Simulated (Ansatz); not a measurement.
# SiGeH₃ (doublet): correlated methods under varied settings at a displaced geometry (v1)

What do other methods and options give for SiGeH₃ (doublet) at this geometry, and how long do they take?

The runs use Ansatz 0.2.0, Gaussian basis; the settings change from run to run.

21 further runs of the same task are left out: 9 that didn't finish, 12 set aside as unsound or not needed.

## (1) The geometry

The geometry is a PBE0/def2-TZVP stationary point (not a proven minimum) with its atoms shifted at random (size 0.040 Å). No spin-orbit coupling is included. The filled d shell of Ge may be among the frozen orbitals whatever the setting's name suggests; the logs give the count.

5 atoms, charge 0, spin multiplicity 2.

Atoms are counted from 1 here; the program's logs count them from 0.

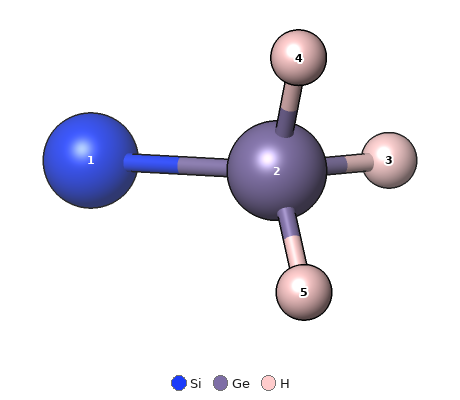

The geometry (silicon blue, germanium purple, hydrogen pink); atoms are numbered from 1 in the order of the file.

## (2) CASSCF(1,2)/cc-pVDZ

Contents of in.yaml:

```yaml
crystal:
  periodic: [false, false, false]
  atoms:
    - {symbol: Si, position_ang: [0.007930, 0.011107, 1.790818]}
    - {symbol: Ge, position_ang: [0.002305, -0.005035, -0.640543]}
    - {symbol: H, position_ang: [-1.461701, 0.054259, -1.025798]}
    - {symbol: H, position_ang: [0.558474, 1.236381, -1.330000]}
    - {symbol: H, position_ang: [0.516116, -1.237267, -1.381490]}
basis:
  gaussian: {orbitals: cc-pVDZ}
magnetization: {spin_polarized: false, initial_magnetization: 1}
correlation: {active_space: {window: {electrons: 1, orbitals: 2}}}
output: {forces: true}
```

Command:

```
$ ansatz run in.yaml --threads 1 --pin off --events-out ev --progress --plain --max-ram 2393MiB
```

The program printed:

```text
Functional definition: HF
  name "HF"
  cite "Fock, Z. Phys. 61, 126 (1930) doi:10.1007/BF01340294"
  parent pbe
  exchange = exact_x
  correlation = 0
640 factors; integrals over basis functions are off by at most 1.0e-3 eV
mean field evaluation 1: about -64379.2693 eV, gradient 1.0e1 eV
mean field evaluation 2: about -64379.2758 eV, gradient 1.0e1 eV
mean field evaluation 4: about -64380.1666 eV, gradient 1.0e0 eV
mean field evaluation 8: about -64380.1752 eV, gradient 6.7e-4 eV
mean field evaluation 16: about -64380.1362 eV, gradient 9.7e-1 eV
mean field evaluation 32: about -64380.1749 eV, gradient 6.2e-2 eV
mean field -64380.17520035 eV, -2365.9278001628 hartree, gradient 1.8e-6 eV, S^2 0.750000; 4 other end points of the search recorded, 0 dependent functions left out
reference -64380.17520035 eV, -2365.9278001628 hartree; 25, 24 occupied and 35, 36 virtual orbitals, 640 factors
state -64380.17520035 eV, -2365.9278001628 hartree
the calculation of the forces begins
Total energy: -64380.17520035 eV, -2365.9278001628 hartree
Atom 0 at     0.007930     0.011107     1.790818 Å, force     0.059345    -0.028811     0.304233 eV/Å
Atom 1 at     0.002305    -0.005035    -0.640543 Å, force    -0.003955     0.052688    -0.397100 eV/Å
Atom 2 at    -1.461701     0.054259    -1.025798 Å, force    -0.746540    -0.031974     0.055369 eV/Å
Atom 3 at     0.558474     1.236381    -1.330000 Å, force     0.386386     0.236304    -0.005479 eV/Å
Atom 4 at     0.516116    -1.237267    -1.381490 Å, force     0.304764    -0.228206     0.042977 eV/Å
Dipole moment:     0.068651    -0.012261     0.091374 e Å
```

Wall time 4.7 s (1 thread of Intel Xeon Platinum 8259CL at 2.50GHz, shared host).

From the report: 2 determinants; active occupations 1.00, 0.00. With so small a space the active step adds no correlation: the energy is the mean field's.

## (3) CCSD on ROHF/6-31G*

in.yaml, as its differences from that of step 2:

```diff
@@ -9,5 +9,5 @@
 basis:
-  gaussian: {orbitals: cc-pVDZ}
+  gaussian: {orbitals: "6-31G*"}
 magnetization: {spin_polarized: false, initial_magnetization: 1}
-correlation: {active_space: {window: {electrons: 1, orbitals: 2}}}
+correlation: {method: ccsd, electrons: outside_noble_gas, diis_vectors: 2}
 output: {forces: true}
```

Same command.

The program printed (excerpt; [...] marks lines left out):

```text
Functional definition: HF
  name "HF"
  cite "Fock, Z. Phys. 61, 126 (1930) doi:10.1007/BF01340294"
  parent pbe
[...]
571 factors; integrals over basis functions are off by at most 9.1e-4 eV
[...]
mean field -64372.63439489 eV, -2365.6506806736 hartree, gradient 3.3e-6 eV, S^2 0.750000; 7 other end points of the search recorded, 0 dependent functions left out
[...]
determinant -64372.63439489 eV, -2365.6506806736 hartree, with singles and doubles -64377.39068810 eV, -2365.8254712249 hartree
determinant -64372.56656386 eV, -2365.6481879291 hartree, with singles and doubles -64377.32116072 eV, -2365.8229161409 hartree
determinant -64369.93265051 eV, -2365.5513933987 hartree, with singles and doubles -64374.75703756 eV, -2365.7286863528 hartree
determinant -64369.78307018 eV, -2365.5458964232 hartree, with singles and doubles -64374.58566829 eV, -2365.7223886483 hartree
[...]
reference -64372.63439489 eV, -2365.6506806736 hartree; 6, 5 occupied and 35, 36 virtual orbitals, 571 factors
second order -3.66044385 eV of doubles, -0.05079682 eV of singles
cycle   1  -4.76621214 eV  change    4.0e-7 eV  update   4.3e-6
[...]
cycle  15  -4.76621182 eV  change    2.1e-9 eV  update   3.3e-8
[...]
Total energy: -64377.40060671 eV, -2365.8258357272 hartree
Atom 0 at     0.007930     0.011107     1.790818 Å, force     0.034993    -0.023388     0.123576 eV/Å
Atom 1 at     0.002305    -0.005035    -0.640543 Å, force     0.192937     0.014525     0.353796 eV/Å
Atom 2 at    -1.461701     0.054259    -1.025798 Å, force    -1.020737    -0.007353    -0.084351 eV/Å
Atom 3 at     0.558474     1.236381    -1.330000 Å, force     0.435602     0.511817    -0.210612 eV/Å
Atom 4 at     0.516116    -1.237267    -1.381490 Å, force     0.357205    -0.495600    -0.182409 eV/Å
Dipole moment:     0.046370    -0.007940     0.078378 e Å
```

Run time: 20 s. Hardware: 1 thread of Intel Xeon Platinum 8259CL at 2.50GHz, shared host.

From the report: correlation -4.7662 eV; T1 0.020; largest double amplitude 0.07.

## (4) MP2 on ROHF/6-31G*

in.yaml, as its differences from that of step 3:

```diff
@@ -11,3 +11,3 @@
 magnetization: {spin_polarized: false, initial_magnetization: 1}
-correlation: {method: ccsd, electrons: outside_noble_gas, diis_vectors: 2}
+correlation: {method: mp2, electrons: valence}
 output: {forces: true}
```

Launched as before.

The program printed (excerpt; [...] marks lines left out):

```text
Functional definition: HF
  name "HF"
  cite "Fock, Z. Phys. 61, 126 (1930) doi:10.1007/BF01340294"
  parent pbe
[...]
571 factors; integrals over basis functions are off by at most 9.1e-4 eV
[...]
mean field -64372.63439489 eV, -2365.6506806736 hartree, gradient 3.3e-6 eV, S^2 0.750000; 4 other end points of the search recorded, 0 dependent functions left out
[...]
14 core orbitals not correlated: weight in the atoms' cores, before any rotation towards them, 1.000 or more for the frozen orbitals, at most 0.000 for the correlated occupied ones
reference -64372.63439489 eV, -2365.6506806736 hartree; 11, 10 occupied and 35, 36 virtual orbitals, 571 factors
second order -8.42406745 eV of doubles, -0.05080568 eV of singles
[...]
Total energy: -64381.10926802 eV, -2365.9621265164 hartree
Atom 0 at     0.007930     0.011107     1.790818 Å, force     0.031072    -0.024362    -0.035194 eV/Å
Atom 1 at     0.002305    -0.005035    -0.640543 Å, force     0.128474     0.028421     0.181194 eV/Å
Atom 2 at    -1.461701     0.054259    -1.025798 Å, force    -0.777047    -0.018452    -0.007116 eV/Å
Atom 3 at     0.558474     1.236381    -1.330000 Å, force     0.345011     0.299513    -0.087932 eV/Å
Atom 4 at     0.516116    -1.237267    -1.381490 Å, force     0.272489    -0.285120    -0.050952 eV/Å
Dipole moment:     0.046699    -0.008003     0.073713 e Å
```

It took 9.5 s on 1 thread of Intel Xeon Platinum 8259CL at 2.50GHz, shared host.

## (5) BCCD on ROHF/cc-pVDZ

in.yaml, as its differences from that of step 4:

```diff
@@ -9,5 +9,6 @@
 basis:
-  gaussian: {orbitals: "6-31G*"}
+  gaussian: {orbitals: cc-pVDZ, point_charges: [{charge: -0.50, position_ang: [3.327, -0.294, -0.943]}]}
 magnetization: {spin_polarized: false, initial_magnetization: 1}
-correlation: {method: mp2, electrons: valence}
+correlation: {method: bccd, electrons: outside_noble_gas}
+accuracy: high
 output: {forces: true}
```

Same command.

The program printed (excerpt; [...] marks lines left out):

```text
Functional definition: HF
  name "HF"
  cite "Fock, Z. Phys. 61, 126 (1930) doi:10.1007/BF01340294"
  parent pbe
[...]
1306 factors; integrals over basis functions are off by at most 4.4e-9 eV
[...]
mean field -64380.34972406 eV, -2365.9342137906 hartree, gradient 5.3e-8 eV, S^2 0.750000; 6 other end points of the search recorded, 0 dependent functions left out
[...]
determinant -64380.34972406 eV, -2365.9342137906 hartree, with singles and doubles -64385.95439175 eV, -2366.1401815296 hartree
determinant -64380.21811862 eV, -2365.9293773801 hartree, with singles and doubles -64385.82817494 eV, -2366.1355431473 hartree
determinant -64377.72384204 eV, -2365.8377144063 hartree, with singles and doubles -64383.44887170 eV, -2366.0481053659 hartree
determinant -64380.34972406 eV, -2365.9342137906 hartree, with singles and doubles -64385.95424085 eV, -2366.1401759841 hartree
[...]
reference -64380.34972406 eV, -2365.9342137906 hartree; 6, 5 occupied and 35, 36 virtual orbitals, 1306 factors
second order -4.36827550 eV of doubles, -0.06204186 eV of singles
cycle   1  -5.60247478 eV  change    2.0e-3 eV  update   3.6e-3
[...]
cycle  31  -5.60060571 eV  change   1.8e-10 eV  update   1.2e-9
[...]
Total energy: -64385.95032977 eV, -2366.1400322543 hartree
Atom 0 at     0.007930     0.011107     1.790818 Å, force     0.083440    -0.031465     0.186462 eV/Å
Atom 1 at     0.002305    -0.005035    -0.640543 Å, force     0.540075    -0.021682    -0.228168 eV/Å
Atom 2 at    -1.461701     0.054259    -1.025798 Å, force    -0.992648    -0.001032    -0.000077 eV/Å
Atom 3 at     0.558474     1.236381    -1.330000 Å, force     0.288815     0.336118    -0.051937 eV/Å
Atom 4 at     0.516116    -1.237267    -1.381490 Å, force     0.201235    -0.297804     0.003640 eV/Å
Dipole moment:     0.241206    -0.031412     0.005234 e Å
```

Run time: 40 s. Hardware: 1 thread of Intel Xeon Platinum 8259CL at 2.50GHz, shared host; peak memory 0.4 GiB.

From the report: correlation -5.6006 eV; largest double amplitude 0.07.

## (6) HF/cc-pVDZ

Contents of in.yaml:

```yaml
crystal:
  periodic: [false, false, false]
  atoms:
    - {symbol: Si, position_ang: [0.007930, 0.011107, 1.790818]}
    - {symbol: Ge, position_ang: [0.002305, -0.005035, -0.640543]}
    - {symbol: H, position_ang: [-1.461701, 0.054259, -1.025798]}
    - {symbol: H, position_ang: [0.558474, 1.236381, -1.330000]}
    - {symbol: H, position_ang: [0.516116, -1.237267, -1.381490]}
basis:
  gaussian: {orbitals: cc-pVDZ}
magnetization: {spin_polarized: true, initial_magnetization: 1}
hamiltonian: {xc: hf}
scf: {lower_state_search: off}
output: {forces: true, orbitals: {seedname: orbitals}}
```

Launched as before.

The program printed (excerpt; [...] marks lines left out):

```text
Functional definition: HF
  name "HF"
  cite "Fock, Z. Phys. 61, 126 (1930) doi:10.1007/BF01340294"
  parent pbe
[...]
640 factors; integrals over basis functions are off by at most 1.0e-3 eV
[...]
mean field -64380.29708976 eV, -2365.9322795160 hartree, gradient 2.3e-6 eV, S^2 0.924567; 0 other end points of the search recorded, 0 dependent functions left out
[...]
reference -64380.29708976 eV, -2365.9322795160 hartree; 25, 24 occupied and 35, 36 virtual orbitals, 640 factors
Total energy: -64380.29708976 eV, -2365.9322795160 hartree
Atom 0 at     0.007930     0.011107     1.790818 Å, force     0.070972    -0.031058     0.236688 eV/Å
Atom 1 at     0.002305    -0.005035    -0.640543 Å, force    -0.035730     0.057592    -0.374354 eV/Å
Atom 2 at    -1.461701     0.054259    -1.025798 Å, force    -0.740981    -0.032823     0.059293 eV/Å
Atom 3 at     0.558474     1.236381    -1.330000 Å, force     0.393532     0.234297     0.013654 eV/Å
Atom 4 at     0.516116    -1.237267    -1.381490 Å, force     0.312208    -0.228008     0.064719 eV/Å
Dipole moment:     0.056802    -0.012525     0.088038 e Å
Checks for a lower state left out: stability, starts, cluster_reference, orbital_swaps, neighbouring_geometries, increment
```

Run time: 2.4 s. Hardware: 1 thread of Intel Xeon Platinum 8259CL at 2.50GHz, shared host.

From the report: ⟨S²⟩ of the determinant 0.925 (pure doublet: 0.75).

## (7) MP2 on ROHF/cc-pVDZ

in.yaml, as its differences from that of step 6:

```diff
@@ -10,5 +10,5 @@
   gaussian: {orbitals: cc-pVDZ}
-magnetization: {spin_polarized: true, initial_magnetization: 1}
-hamiltonian: {xc: hf}
-scf: {lower_state_search: off}
-output: {forces: true, orbitals: {seedname: orbitals}}
+magnetization: {spin_polarized: false, initial_magnetization: 1}
+correlation: {method: mp2, electrons: outside_noble_gas}
+scf: {lower_state_search: full}
+output: {forces: true}
```

Launched as before.

The program printed (excerpt; [...] marks lines left out):

```text
Functional definition: HF
  name "HF"
  cite "Fock, Z. Phys. 61, 126 (1930) doi:10.1007/BF01340294"
  parent pbe
[...]
640 factors; integrals over basis functions are off by at most 1.0e-3 eV
[...]
mean field -64380.17520035 eV, -2365.9278001628 hartree, gradient 1.8e-6 eV, S^2 0.750000; 9 other end points of the search recorded, 0 dependent functions left out
[...]
19 core orbitals not correlated: weight in the atoms' cores, before any rotation towards them, 0.999 or more for the frozen orbitals, at most 0.000 for the correlated occupied ones
reference -64380.17520035 eV, -2365.9278001628 hartree; 6, 5 occupied and 35, 36 virtual orbitals, 640 factors
second order -4.38863199 eV of doubles, -0.06214552 eV of singles
[...]
Total energy: -64384.62597787 eV, -2366.0913632196 hartree
Atom 0 at     0.007930     0.011107     1.790818 Å, force     0.023909    -0.022728     0.226408 eV/Å
Atom 1 at     0.002305    -0.005035    -0.640543 Å, force     0.123017     0.030124    -0.137013 eV/Å
Atom 2 at    -1.461701     0.054259    -1.025798 Å, force    -0.782614    -0.021543     0.022857 eV/Å
Atom 3 at     0.558474     1.236381    -1.330000 Å, force     0.355762     0.283679    -0.075261 eV/Å
Atom 4 at     0.516116    -1.237267    -1.381490 Å, force     0.279925    -0.269532    -0.036993 eV/Å
Dipole moment:     0.055126    -0.009592     0.113312 e Å
```

Wall time 13 s (1 thread of Intel Xeon Platinum 8259CL at 2.50GHz, shared host).

## (8) CASCI(15,9)/STO-3G

in.yaml, as its differences from that of step 7:

```diff
@@ -9,6 +9,4 @@
 basis:
-  gaussian: {orbitals: cc-pVDZ}
+  gaussian: {orbitals: STO-3G}
 magnetization: {spin_polarized: false, initial_magnetization: 1}
-correlation: {method: mp2, electrons: outside_noble_gas}
-scf: {lower_state_search: full}
-output: {forces: true}
+correlation: {active_space: {window: {electrons: 15, orbitals: 9}, fixed_orbitals: true, states: [{multiplicity: 2, weights: [1, 0.5]}, {multiplicity: 4, weights: [1]}], root: 0}}
```

The command is unchanged.

The program printed:

```text
Functional definition: HF
  name "HF"
  cite "Fock, Z. Phys. 61, 126 (1930) doi:10.1007/BF01340294"
  parent pbe
  exchange = exact_x
  correlation = 0
432 factors; integrals over basis functions are off by at most 3.3e-8 eV
mean field evaluation 1: about -63647.6033 eV, gradient 7.0e0 eV
mean field evaluation 2: about -63647.6082 eV, gradient 7.0e0 eV
mean field evaluation 4: about -63647.9893 eV, gradient 4.5e-1 eV
mean field evaluation 8: about -63647.9916 eV, gradient 7.1e-5 eV
mean field evaluation 16: about -63647.9835 eV, gradient 9.9e-2 eV
mean field -63647.99157823 eV, -2339.0205483417 hartree, gradient 2.0e-6 eV, S^2 0.750000; 4 other end points of the search recorded, 0 dependent functions left out
reference -63647.99157823 eV, -2339.0205483417 hartree; 25, 24 occupied and 5, 6 virtual orbitals, 432 factors
state -63648.29440160 eV, -2339.0316768953 hartree
state -63648.17911957 eV, -2339.0274403589 hartree
state -63646.60552091 eV, -2338.9696116748 hartree
Total energy: -63648.29440160 eV, -2339.0316768953 hartree
```

Wall time 0.63 s (1 thread of Intel Xeon Platinum 8259CL at 2.50GHz, shared host).

From the report: 324 determinants; active occupations (of the averaged states) 2.00, 2.00, 2.00, 2.00, 2.00, 1.99, 1.58, 0.81, 0.61.

## (9) BCCD(T) on ROHF/def2-SVP

in.yaml, as its differences from that of step 8:

```diff
@@ -9,4 +9,5 @@
 basis:
-  gaussian: {orbitals: STO-3G}
+  gaussian: {orbitals: def2-SVP}
 magnetization: {spin_polarized: false, initial_magnetization: 1}
-correlation: {active_space: {window: {electrons: 15, orbitals: 9}, fixed_orbitals: true, states: [{multiplicity: 2, weights: [1, 0.5]}, {multiplicity: 4, weights: [1]}], root: 0}}
+correlation: {method: bccd_t, electrons: outside_noble_gas}
+accuracy: high
```

The command is unchanged.

The program printed (excerpt; [...] marks lines left out):

```text
Functional definition: HF
  name "HF"
  cite "Fock, Z. Phys. 61, 126 (1930) doi:10.1007/BF01340294"
  parent pbe
[...]
1267 factors; integrals over basis functions are off by at most 4.7e-9 eV
[...]
mean field -64371.30691873 eV, -2365.6018968245 hartree, gradient 2.8e-8 eV, S^2 0.750000; 10 other end points of the search recorded, 0 dependent functions left out
[...]
determinant -64371.30691873 eV, -2365.6018968245 hartree, with singles and doubles -64376.88989895 eV, -2365.8070675633 hartree
determinant -64371.23684951 eV, -2365.5993218279 hartree, with singles and doubles -64376.81886627 eV, -2365.8044571604 hartree
determinant -64368.60571845 eV, -2365.5026295451 hartree, with singles and doubles -64374.28060656 eV, -2365.7111778364 hartree
determinant -64368.45149654 eV, -2365.4969619944 hartree, with singles and doubles -64374.12945450 eV, -2365.7056231009 hartree
determinant -64371.30691873 eV, -2365.6018968245 hartree, with singles and doubles -64376.88979639 eV, -2365.8070637940 hartree
determinant -64371.23684951 eV, -2365.5993218279 hartree, with singles and doubles -64376.81877172 eV, -2365.8044536857 hartree
19 core orbitals not correlated: weight in the atoms' cores, before any rotation towards them, 0.999 or more for the frozen orbitals, at most 0.000 for the correlated occupied ones
reference -64371.30691873 eV, -2365.6018968245 hartree; 6, 5 occupied and 40, 41 virtual orbitals, 1267 factors
second order -4.37876647 eV of doubles, -0.05854999 eV of singles
cycle   1  -5.58051325 eV  change    2.4e-3 eV  update   4.0e-3
[...]
cycle  36  -5.57853440 eV  change   9.7e-11 eV  update   1.3e-9
perturbative correction -0.15456120 eV, -0.0056800192 hartree
Total energy: -64377.04001433 eV, -2365.8125842018 hartree
```

It took 37 s on 1 thread of Intel Xeon Platinum 8259CL at 2.50GHz, shared host; peak memory 0.34 GiB.

From the report: correlation -5.7331 eV; largest double amplitude 0.07.

## (10) BCCD on UHF/cc-pVDZ

in.yaml, as its differences from that of step 9:

```diff
@@ -9,5 +9,5 @@
 basis:
-  gaussian: {orbitals: def2-SVP}
-magnetization: {spin_polarized: false, initial_magnetization: 1}
-correlation: {method: bccd_t, electrons: outside_noble_gas}
-accuracy: high
+  gaussian: {orbitals: cc-pVDZ}
+magnetization: {spin_polarized: true, initial_magnetization: 1}
+correlation: {method: bccd, electrons: outside_noble_gas}
+scf: {omitted_lower_state_checks: [cluster_reference]}
```

The command is unchanged.

The program printed (excerpt; [...] marks lines left out):

```text
Functional definition: HF
  name "HF"
  cite "Fock, Z. Phys. 61, 126 (1930) doi:10.1007/BF01340294"
  parent pbe
[...]
640 factors; integrals over basis functions are off by at most 1.0e-3 eV
[...]
mean field -64380.29708976 eV, -2365.9322795160 hartree, gradient 2.3e-6 eV, S^2 0.924567; 6 other end points of the search recorded, 0 dependent functions left out
19 core orbitals not correlated: weight in the atoms' cores, before any rotation towards them, 0.999 or more for the frozen orbitals, at most 0.000 for the correlated occupied ones
reference -64380.29708976 eV, -2365.9322795160 hartree; 6, 5 occupied and 35, 36 virtual orbitals, 640 factors
second order -4.24022595 eV of doubles, -0.00000000 eV of singles
cycle   1  -5.08057604 eV  change   -8.4e-1 eV  update   8.1e-2
[...]
cycle  24  -5.50148928 eV  change   -5.1e-7 eV  update   3.2e-6
Total energy: -64385.79857904 eV, -2366.1344555179 hartree
Checks for a lower state left out: cluster_reference
```

Run time: 12 s. Hardware: 1 thread of Intel Xeon Platinum 8259CL at 2.50GHz, shared host.

From the report: ⟨S²⟩ of the determinant 0.925 (pure doublet: 0.75); correlation -5.5015 eV; largest double amplitude 0.07.

## (11) All runs side by side

Where basis and cores are those of an earlier UCCSDT(Q)/cc-pVDZ run (-64385.9893 eV), and the state is the same kind, the miss against it is given.

```
                                         level         correlated  functions  energy (eV)  from UCCSDT(Q) (meV)    time
                           CASSCF(1,2)/cc-pVDZ                            60  -64380.1752                5814.1   4.7 s
                           CCSD on ROHF/6-31G*  outside noble gas         60  -64377.4006                          20 s
                            MP2 on ROHF/6-31G*            valence         60  -64381.1093                         9.5 s
  BCCD on ROHF/cc-pVDZ (beside a point charge)  outside noble gas         60  -64385.9503                          40 s
                                    HF/cc-pVDZ                            60  -64380.2971                5692.2   2.4 s
                           MP2 on ROHF/cc-pVDZ  outside noble gas         60  -64384.6260                1363.3    13 s
CASCI(15,9)/STO-3G (lowest root of an average)                            30  -63648.2944                        0.63 s
                      BCCD(T) on ROHF/def2-SVP  outside noble gas         65  -64377.0400                          37 s
                           BCCD on UHF/cc-pVDZ  outside noble gas         60  -64385.7986                 190.7    12 s
```

## (12) Summary of results

| quantity | value |
| --- | --- |
| runs | 9 |
| quickest | CASCI(15,9)/STO-3G (lowest root of an average), 0.63 s |
| slowest | BCCD on ROHF/cc-pVDZ (beside a point charge), 40 s |

What this shows: Total energies in different bases, with other cores or another treatment of relativity can't be set against each other. BCCD on ROHF/cc-pVDZ (beside a point charge) took 63 times as long as CASCI(15,9)/STO-3G (lowest root of an average); the jobs differ in more than the method. Among the correlated runs with a miss given, it spans +191 to +1363 meV. Hartree-Fock, CASSCF and CASCI lack dynamic correlation by design.
